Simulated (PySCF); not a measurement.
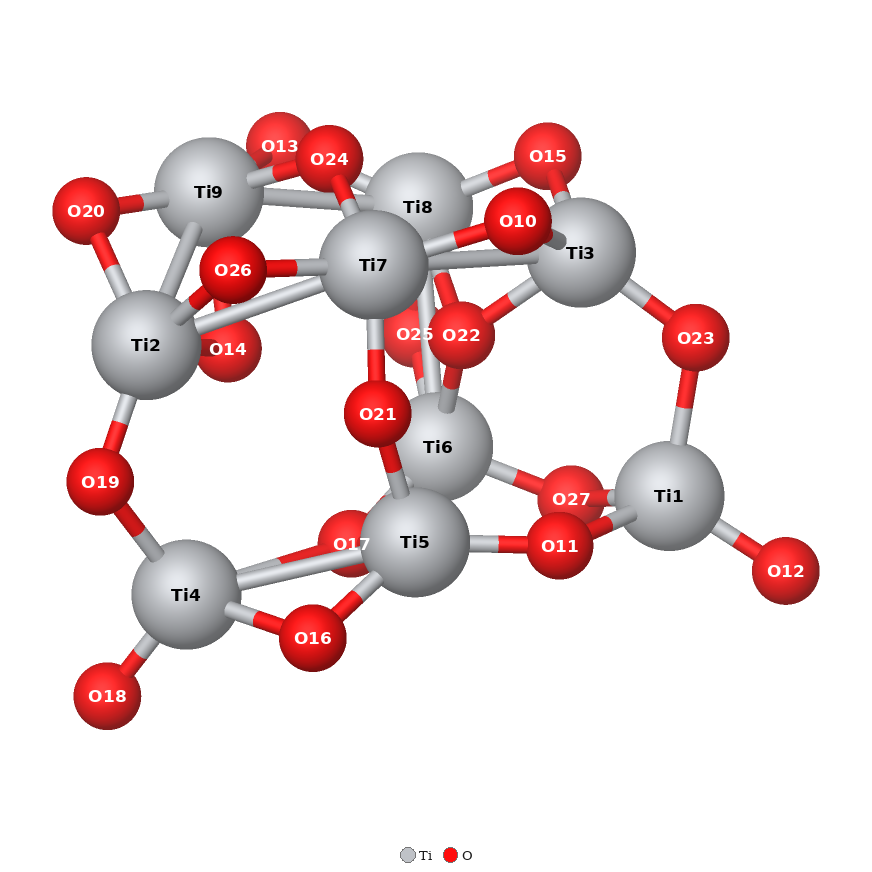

Atoms carry their numbers in the input. The species is neutral and a spin singlet. The geometry was computed by an optimisation with GFN2-xTB. No frequency run is at hand to confirm it as a minimum.

Which atoms are bonded, and how long are the bonds? The first entries will do.

```tsv
bond	length (Å)
Ti1–O11	1.804
Ti1–O12	1.600
Ti1–O23	1.890
Ti1–O27	1.878
Ti2–Ti7	2.812
Ti2–Ti9	2.653
Ti2–O14	1.912
Ti2–O19	1.676
Ti2–O20	1.912
Ti2–O26	1.754
Ti3–Ti7	2.816
Ti3–O10	1.790
Ti3–O15	1.842
Ti3–O22	1.776
Ti3–O23	1.657
Ti4–Ti5	2.742
Ti4–O16	1.843
Ti4–O17	2.381
Ti4–O18	1.601
Ti4–O19	1.850
Ti5–O11	1.678
Ti5–O16	1.724
Ti5–O17	1.863
Ti5–O21	1.714
```
